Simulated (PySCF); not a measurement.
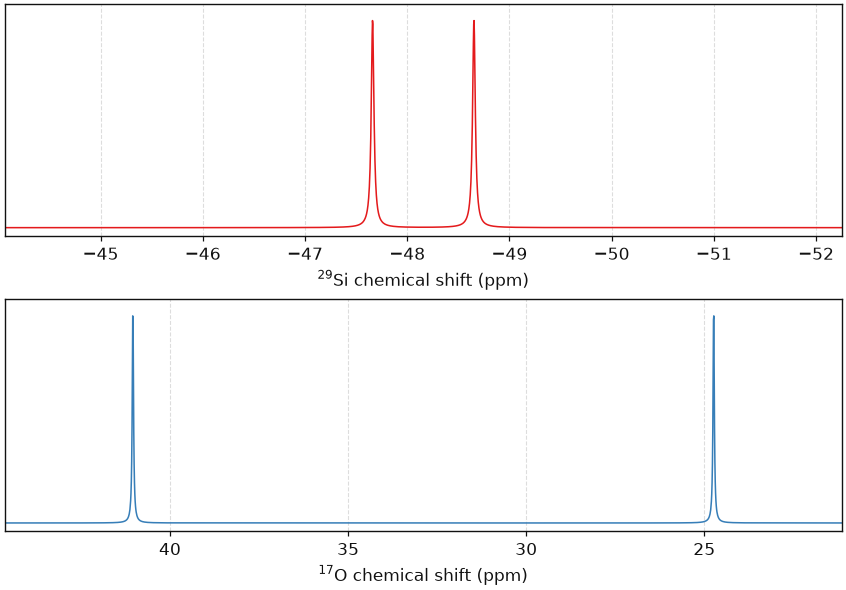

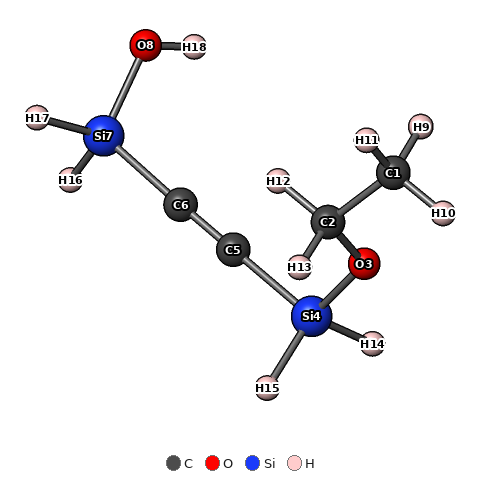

Spectrum and numbered structure of C₄H₁₀O₂Si₂, SMILES CCO[SiH2]C#C[SiH2]O. GIAO shifts, PBE0/pcSseg-1 (IEF-PCM chloroform) with PySCF 2.14.0, at a PBE0-D3(BJ)/def2-SVP geometry (no frequency check), against TMS for ²⁹Si and H₂O for ¹⁷O computed at the same level (¹⁷O: a single water molecule, while the usual scale starts at liquid water and gives values some tens of ppm lower). fully decoupled, line heights follow the number of nuclei, widths are arbitrary (no quadrupolar broadening); values of one conformer, averaged over nuclei that symmetry or rotation about single bonds exchange, these motions taken as fast; other conformers aren't averaged in.

### Assign the ²⁹Si signals to the numbered atoms.

```
δ (ppm)  nuclei  atoms
  −47.7       1    Si7
  −48.7       1    Si4
```

The order of signals that lie close, as those under 3 ppm apart, is within the error of the method.

### Which atoms give which ¹⁷O line?

```csv
δ (ppm),nuclei,atoms
41.0,1,O3
24.7,1,O8
```
